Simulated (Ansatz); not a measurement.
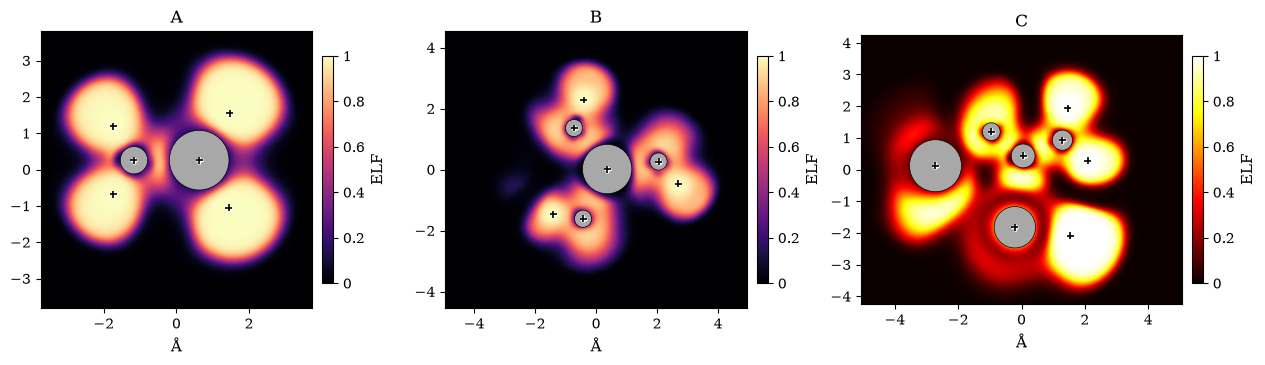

The electron localisation function of 3 systems, each on a plane through atoms (crosses mark nuclei in the plane; grey discs cover the cores).

All numbers below come from RKS PBE-D4/def2-SVP (Ansatz 0.2.0).

System 1: AlH3O3···H2O2, the plane of atoms O3, Al1 and O4. Not at a stationary point (largest force 1.8 eV/Å).

```
atom    x (Å)    y (Å)    z (Å)
  Al   0.0064  -1.0598  -0.0161
   O   1.6275  -0.2849   0.2191
   O  -0.5554  -2.3945   0.8832
   O  -0.9889  -0.3373  -1.2296
   H   0.6373   1.5380   1.1352
   O  -0.1673   1.9888   0.8041
   O   0.1738   2.0812  -0.6163
   H   1.6656   0.4969  -0.3756
   H  -0.0380  -2.8078   1.5918
   H  -1.8958  -0.6355  -1.4036
   H  -0.4651   1.4150  -0.9922
```

System 2: CH7GeNOSn, the plane of atoms H6, N1 and H7. Core potentials replace the inner electrons of Sn.

```yaml
atoms:
  - { symbol: N, position_ang: [-0.9139, 1.8401, -0.3012] }
  - { symbol: C, position_ang: [-0.4442, 0.5901, -0.3032] }
  - { symbol: Sn, position_ang: [1.0037, -0.0201, 1.3305] }
  - { symbol: O, position_ang: [-0.7977, -0.2343, -1.1915] }
  - { symbol: Ge, position_ang: [0.1024, -2.0703, -0.9134] }
  - { symbol: H, position_ang: [-0.6091, 2.4844, 0.4320] }
  - { symbol: H, position_ang: [-1.5720, 2.1650, -1.0182] }
  - { symbol: H, position_ang: [0.4027, -1.0802, 2.5473] }
  - { symbol: H, position_ang: [0.9525, 1.5924, 2.0754] }
  - { symbol: H, position_ang: [2.6510, -0.2369, 0.8779] }
  - { symbol: H, position_ang: [0.5613, -2.1997, -2.4351] }
  - { symbol: H, position_ang: [-1.2595, -2.8858, -1.0663] }
```

System 3: CH4Ge···CH4O, the plane of atoms Ge1, C4 and H11. 

```xyz
12

Ge   -0.7043    1.4386    0.3713
O     1.2311   -0.3384    0.2057
C     0.9110   -1.6554    0.6336
C    -1.1092    1.2571   -1.3681
H     0.8328   -0.1962   -0.6853
H    -1.3743    0.5697    1.4570
H     0.2856    2.4958    0.8941
H     1.3014   -1.7779    1.6629
H    -0.1876   -1.8472    0.6571
H     1.3889   -2.4308   -0.0070
H    -0.6926    1.9382   -2.1253
H    -1.8828    0.5464   -1.6960
```

**Which map belongs to which system?**

Panel A is system 3, CH4Ge···CH4O: the plane holds Ge, C and H. C–Ge (1.80 Å): the ELF peaks at about 0.85 between the atoms: a covalent bond. Panel B is system 1, AlH3O3···H2O2: the plane holds Al, O and H. Al–O (1.70 Å): the ELF peaks at about 0.85 in the valence shell of O, 0.6 Å from its nucleus, and is about 0.40 at the midpoint. Panel C is system 2, CH7GeNOSn: the plane holds N, C, Sn, O, Ge and H. C–O (1.26 Å): the ELF peaks at about 0.85 between the atoms (a polar covalent bond).
